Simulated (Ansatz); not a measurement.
# Run report: GaBH4O, geometry relaxation

System: GaBH4O, SMILES [BH2][GaH][OH].
Method: RKS PBE0-D4/def2-TZVP (Ansatz 0.2.0).

The geometry: PBE-D4/def2-SVP start. Figures and captions count atoms from 1; the log counts them from 0 in places.

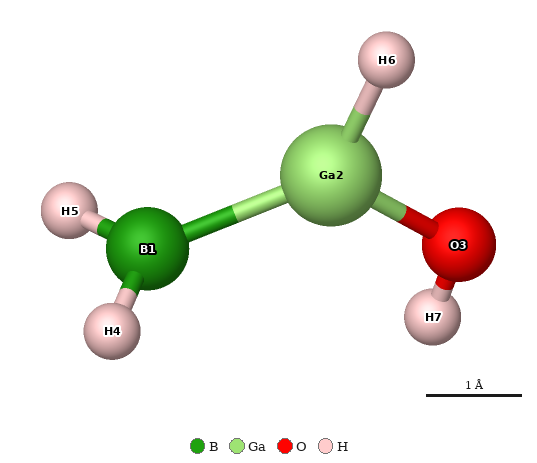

**Figure 1.** The input geometry (ball-and-stick view, seen at a tilt; atoms are numbered from 1 in the order of the input). Sticks mark near contacts. Bond lengths as drawn: B–Ga 2.08 Å, B–H 1.22 Å, Ga–H 1.58 Å, Ga–O 1.82 Å and H–O 0.97 Å.

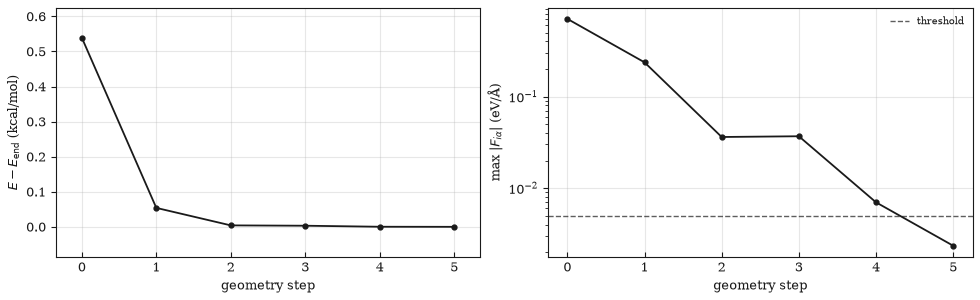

**Figure 2.** Progress of the relaxation, step by step (the first geometry is step 0 here and step 1 in the log).

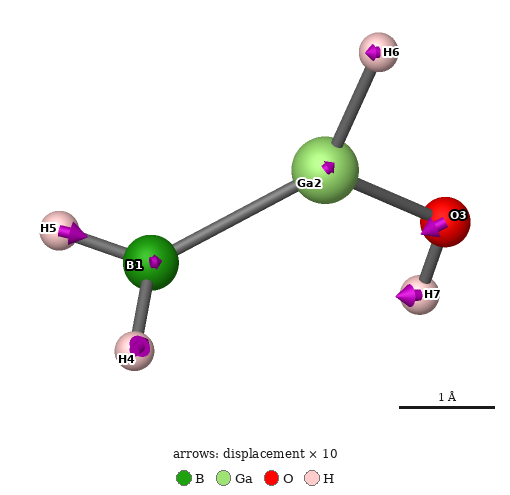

**Figure 3.** The starting structure with the displacements as pink arrows, magnified 10 times (ball-and-stick view, seen at a tilt). The two geometries are laid on each other by the best rigid fit. The energy falls by 0.54 kcal/mol in 5 geometry steps. Largest force component: 0.71 eV/Å at the start, 0.0023 eV/Å at the end. The atom that moves furthest after the best rigid fit is H5 (0.031 Å). Largest moves by element: H 0.031 Å, O 0.030 Å, Ga 0.013 Å, B 0.013 Å. Distances before and after: B1–H4 1.218 → 1.197 Å, Ga2–O3 1.818 → 1.799 Å, O3–H7 0.974 → 0.959 Å, Ga2–H6 1.580 → 1.566 Å. Among the angles that change: O3–Ga2–H6 108.5° → 110.5°. (Atoms are counted from 1 in the order of the input.)

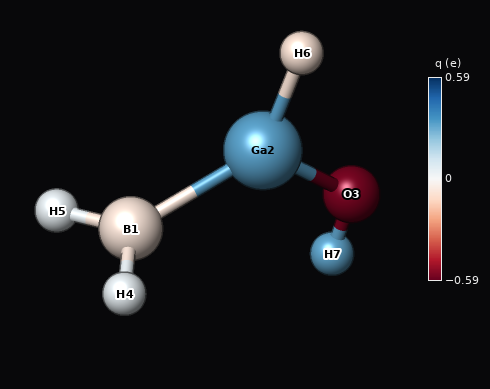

**Figure 4.** Mulliken charges, as the colour of each atom (ball-and-stick view, seen at a tilt; atoms are numbered from 1 in the order of the input). By element: B −0.07, Ga +0.32, O −0.56 and H −0.08 to +0.30 e.

The input that produced these results follows, with the program's output.

The input
```yaml
crystal:
  periodic: [false, false, false]
  atoms:
    - {symbol: B, position_ang: [-1.385338, 0.019558, 0.021920]}
    - {symbol: Ga, position_ang: [0.627388, 0.008532, 0.552499]}
    - {symbol: O, position_ang: [1.933995, -0.084699, -0.707477]}
    - {symbol: H, position_ang: [-2.028177, -1.010787, -0.075942]}
    - {symbol: H, position_ang: [-1.990550, 1.054990, -0.192721]}
    - {symbol: H, position_ang: [1.308760, 0.070138, 1.976284]}
    - {symbol: H, position_ang: [1.595221, -0.125733, -1.620164]}
basis:
  gaussian: {orbitals: def2-TZVP}
hamiltonian: {xc: pbe0, dispersion: d4}
relax: {f_tol: 0.005, max_steps: 150}
```

Launch command:
```bash
ansatz run in.yaml --threads 2 --pin off --events-out ev --progress --plain --max-ram 4352MiB
```

Log
```
Functional definition: PBE0
  name "PBE0"
  cite "Adamo & Barone, J. Chem. Phys. 110, 6158 (1999) doi:10.1063/1.478522"
  cite "Perdew, Burke & Ernzerhof, Phys. Rev. Lett. 77, 3865 (1996) doi:10.1103/PhysRevLett.77.3865"
  parent pbe
  parameter a = 0.25
  parameter kappa = 0.804
  parameter beta = 0.06672455060314922
  exchange = (1 - a)*pbe_x(kappa = kappa, mu = beta*pi^2/3) + a*exact_x
  correlation = pbe_c(beta = beta)
909 factors; their error is unknown
mean field evaluation 1: about -55150.3176 eV, gradient 6.2e1 eV
mean field evaluation 2: about -55107.7516 eV, gradient 1.5e2 eV
mean field evaluation 4: about -55156.4295 eV, gradient 1.0e1 eV
mean field evaluation 8: about -55156.5745 eV, gradient 1.2e-1 eV
mean field evaluation 16: about -55156.7611 eV, gradient 2.6e-5 eV
mean field -55156.76112775 eV, -2026.9735848493 hartree, gradient 2.6e-5 eV, S^2 0.000000; 0 other end points of the search recorded, 0 dependent functions left out
the calculation of the forces begins
reference -55156.76116015 eV, -2026.9735860401 hartree; 24, 24 occupied and 110, 110 virtual orbitals, 909 factors
relax step   1: F+E_penalty+E_count = -55156.84506424 eV  Δ(F+E_penalty+E_count) = +0.000e0 eV  max|allowed force component| = 7.068e-1 eV/Å  Δτ_max = 0.0000 Å  (27 SCF iters, accepted)
these checks for a lower state are left out or cut short: starts, cluster_reference, orbital_swaps, neighbouring_geometries, increment
909 factors; their error is unknown
mean field -55156.78178618 eV, -2026.9743440326 hartree, gradient 1.4e-5 eV, S^2 0.000000; 0 other end points of the search recorded, 0 dependent functions left out
the calculation of the forces begins
reference -55156.78181850 eV, -2026.9743452205 hartree; 24, 24 occupied and 110, 110 virtual orbitals, 909 factors
relax step   2: F+E_penalty+E_count = -55156.86610181 eV  Δ(F+E_penalty+E_count) = -2.104e-2 eV  max|allowed force component| = 2.368e-1 eV/Å  Δτ_max = 0.0300 Å  (31 SCF iters, accepted)
these checks for a lower state are left out or cut short: starts, cluster_reference, orbital_swaps, neighbouring_geometries, increment
909 factors; their error is unknown
mean field -55156.78382189 eV, -2026.9744188434 hartree, gradient 1.4e-5 eV, S^2 0.000000; 0 other end points of the search recorded, 0 dependent functions left out
the calculation of the forces begins
reference -55156.78385419 eV, -2026.9744200306 hartree; 24, 24 occupied and 110, 110 virtual orbitals, 909 factors
relax step   3: F+E_penalty+E_count = -55156.86826495 eV  Δ(F+E_penalty+E_count) = -2.163e-3 eV  max|allowed force component| = 3.619e-2 eV/Å  Δτ_max = 0.0087 Å  (33 SCF iters, accepted)
these checks for a lower state are left out or cut short: starts, cluster_reference, orbital_swaps, neighbouring_geometries, increment
909 factors; their error is unknown
mean field evaluation 32: about -55156.5945 eV, gradient 5.1e-1 eV
mean field -55156.78384140 eV, -2026.9744195605 hartree, gradient 1.4e-5 eV, S^2 0.000000; 0 other end points of the search recorded, 0 dependent functions left out
the calculation of the forces begins
reference -55156.78387369 eV, -2026.9744207474 hartree; 24, 24 occupied and 110, 110 virtual orbitals, 909 factors
relax step   4: F+E_penalty+E_count = -55156.86830709 eV  Δ(F+E_penalty+E_count) = -4.214e-5 eV  max|allowed force component| = 3.686e-2 eV/Å  Δτ_max = 0.0059 Å  (32 SCF iters, accepted)
these checks for a lower state are left out or cut short: starts, cluster_reference, orbital_swaps, neighbouring_geometries, increment
909 factors; their error is unknown
mean field -55156.78400496 eV, -2026.9744255714 hartree, gradient 1.4e-5 eV, S^2 0.000000; 0 other end points of the search recorded, 0 dependent functions left out
the calculation of the forces begins
reference -55156.78403728 eV, -2026.9744267589 hartree; 24, 24 occupied and 110, 110 virtual orbitals, 909 factors
relax step   5: F+E_penalty+E_count = -55156.86843385 eV  Δ(F+E_penalty+E_count) = -1.268e-4 eV  max|allowed force component| = 6.994e-3 eV/Å  Δτ_max = 0.0066 Å  (32 SCF iters, accepted)
these checks for a lower state are left out or cut short: starts, cluster_reference, orbital_swaps, neighbouring_geometries, increment
909 factors; their error is unknown
mean field -55156.78401215 eV, -2026.9744258354 hartree, gradient 1.7e-5 eV, S^2 0.000000; 0 other end points of the search recorded, 0 dependent functions left out
the calculation of the forces begins
reference -55156.78404446 eV, -2026.9744270229 hartree; 24, 24 occupied and 110, 110 virtual orbitals, 909 factors
relax step   6: F+E_penalty+E_count = -55156.86844352 eV  Δ(F+E_penalty+E_count) = -9.668e-6 eV  max|allowed force component| = 2.347e-3 eV/Å  Δτ_max = 0.0013 Å  (23 SCF iters, accepted)
909 factors; their error is unknown
mean field evaluation 64: about -55156.7840 eV, gradient 2.3e-2 eV
mean field -55156.78401215 eV, -2026.9744258354 hartree, gradient 1.7e-5 eV, S^2 0.000000; 1 other end points of the search recorded, 0 dependent functions left out
the calculation of the forces begins
reference -55156.78404446 eV, -2026.9744270229 hartree; 24, 24 occupied and 110, 110 virtual orbitals, 909 factors
Total energy: -55156.86847584 eV, -2026.9775298187 hartree
Atom 0 at    -1.372810     0.018298     0.020404 Å, force     0.000975    -0.000381    -0.000913 eV/Å
Atom 1 at     0.638609     0.008523     0.559121 Å, force     0.000211     0.000300     0.000901 eV/Å
Atom 2 at     1.905214    -0.084042    -0.714503 Å, force    -0.002347    -0.000089     0.000808 eV/Å
Atom 3 at    -2.005094    -0.993007    -0.084312 Å, force    -0.000346    -0.000316    -0.000021 eV/Å
Atom 4 at    -1.965789     1.035751    -0.195563 Å, force    -0.000131     0.000451     0.000302 eV/Å
Atom 5 at     1.293709     0.071991     1.980129 Å, force     0.000551     0.000063    -0.000300 eV/Å
Atom 6 at     1.567460    -0.125515    -1.610878 Å, force     0.001085    -0.000029    -0.000776 eV/Å
Dipole moment:    -0.417776     0.001350    -0.125003 e Å
```

Trajectory as extended XYZ (Å, eV, eV/Å), 6 frames, from step=1 to step=6
```
7
Properties=species:S:1:pos:R:3:forces:R:3 step=1 energy=-55156.84506
B    -1.3853    0.0196    0.0219   -0.4488  -0.0008  -0.1266
Ga    0.6274    0.0085    0.5525    0.4416  -0.0102  -0.0691
O     1.9340   -0.0847   -0.7075   -0.6055  -0.0132  -0.4844
H    -2.0282   -1.0108   -0.0759    0.2407   0.4090   0.0344
H    -1.9906    1.0550   -0.1927    0.2300  -0.4113   0.0826
H     1.3088    0.0701    1.9763   -0.1305  -0.0049  -0.1437
H     1.5952   -0.1257   -1.6202    0.2726   0.0314   0.7068
7
Properties=species:S:1:pos:R:3:forces:R:3 step=2 energy=-55156.86610
B    -1.3714    0.0186    0.0193   -0.1540   0.0007  -0.0268
Ga    0.6379    0.0091    0.5599    0.1768  -0.0112  -0.1010
O     1.9147   -0.0847   -0.7171   -0.2368   0.0033  -0.0444
H    -2.0083   -0.9969   -0.0819    0.0744   0.1086   0.0059
H    -1.9698    1.0397   -0.1960    0.0705  -0.1088   0.0187
H     1.2923    0.0712    1.9839   -0.0154  -0.0003  -0.0336
H     1.5660   -0.1250   -1.6137    0.0846   0.0077   0.1813
7
Properties=species:S:1:pos:R:3:forces:R:3 step=3 energy=-55156.86826
B    -1.3717    0.0186    0.0222    0.0076  -0.0044  -0.0296
Ga    0.6393    0.0081    0.5599    0.0199   0.0036   0.0018
O     1.9063   -0.0836   -0.7151   -0.0362   0.0003   0.0242
H    -2.0028   -0.9927   -0.0862   -0.0066  -0.0066   0.0088
H    -1.9637    1.0351   -0.1989   -0.0045   0.0083   0.0091
H     1.2941    0.0716    1.9803    0.0057  -0.0003   0.0093
H     1.5597   -0.1251   -1.6079    0.0140  -0.0010  -0.0236
7
Properties=species:S:1:pos:R:3:forces:R:3 step=4 energy=-55156.86831
B    -1.3704    0.0180    0.0164   -0.0026   0.0038   0.0369
Ga    0.6394    0.0091    0.5604    0.0006  -0.0046  -0.0020
O     1.9046   -0.0853   -0.7144   -0.0036   0.0028   0.0025
H    -2.0034   -0.9929   -0.0844   -0.0007  -0.0076  -0.0119
H    -1.9641    1.0353   -0.1965   -0.0020   0.0067  -0.0129
H     1.2947    0.0719    1.9812   -0.0022   0.0012   0.0014
H     1.5603   -0.1242   -1.6083    0.0105  -0.0023  -0.0140
7
Properties=species:S:1:pos:R:3:forces:R:3 step=5 energy=-55156.86843
B    -1.3728    0.0183    0.0199    0.0012   0.0001   0.0031
Ga    0.6386    0.0086    0.5590    0.0029   0.0000   0.0017
O     1.9058   -0.0842   -0.7141   -0.0070   0.0004   0.0019
H    -2.0053   -0.9929   -0.0842   -0.0002  -0.0022  -0.0012
H    -1.9660    1.0356   -0.1958    0.0002   0.0021  -0.0010
H     1.2944    0.0719    1.9796   -0.0014   0.0003   0.0020
H     1.5666   -0.1253   -1.6099    0.0041  -0.0006  -0.0064
7
Properties=species:S:1:pos:R:3:forces:R:3 step=6 energy=-55156.86844
B    -1.3728    0.0183    0.0204    0.0010  -0.0004  -0.0009
Ga    0.6386    0.0085    0.5591    0.0002   0.0003   0.0009
O     1.9052   -0.0840   -0.7145   -0.0023  -0.0001   0.0008
H    -2.0051   -0.9930   -0.0843   -0.0003  -0.0003   0.0000
H    -1.9658    1.0358   -0.1956   -0.0001   0.0005   0.0003
H     1.2937    0.0720    1.9801    0.0006   0.0001  -0.0003
H     1.5675   -0.1255   -1.6109    0.0011   0.0000  -0.0008
```

Results in brief

```json
{"quantity": "outcome", "value": "converged"}
{"quantity": "total energy", "value": "−55156.8685 eV"}
{"quantity": "mean-field energy", "value": "−55156.7840 eV"}
{"quantity": "dispersion energy", "value": "−0.0844 eV"}
{"quantity": "SCF solution under orbital rotations", "value": "stable"}
{"quantity": "largest force (length of the vector) at the end", "value": "0.002 eV/Å"}
{"quantity": "dipole moment", "value": "2.09 D"}
{"quantity": "hardware", "value": "2 threads of Arm Neoverse V2, 23 GiB of memory available, shared host"}
{"quantity": "wall time", "value": "15 s (CPU time 27 s)"}
{"quantity": "peak memory", "value": "0.24 GiB"}
```
